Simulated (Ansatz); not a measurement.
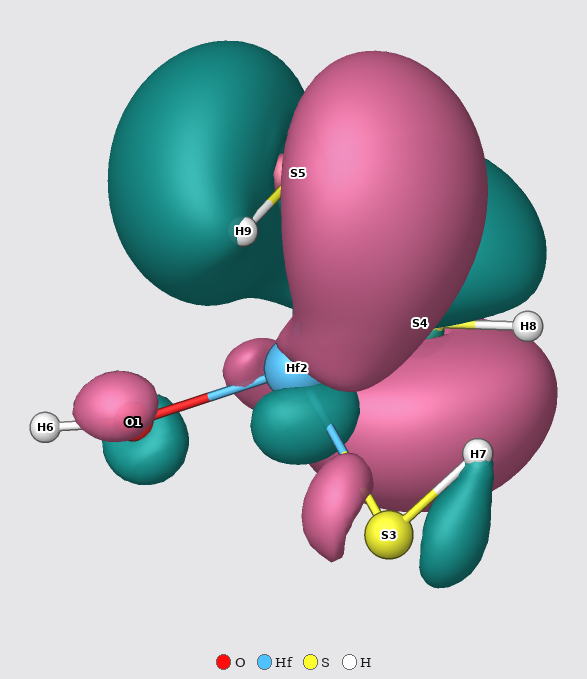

The picture shows: H4HfOS3. The HOMO−1 at ±0.06 Å⁻³ᐟ² (teal and pink are the two phases), seen from one side.

Geometry: PBE0-D4/def2-TZVP; core potentials replace the inner electrons of Hf.

The calculation used RKS PBE0-D4/def2-TZVPP (Ansatz 0.2.0).

```tsv
atom	x (Å)	y (Å)	z (Å)
O	-1.1219	1.7429	-0.6290
Hf	-0.2634	0.1251	-0.1537
S	-0.0801	0.0605	2.2828
S	-1.5526	-1.7310	-1.0666
S	1.9841	-0.1238	-1.0831
H	-1.3224	2.5970	-1.0020
H	0.8230	-0.9363	2.1892
H	-0.9207	-2.5951	-0.2477
H	2.4541	0.8606	-0.2900
```

**Describe this orbital and give its energy.**

It lies mainly on S5 (about 45 %), S4 (about 35 %) and Hf2 (about 10 %); largely a combination of lone pairs on S5 and S4. Its energy is −7.75 eV.
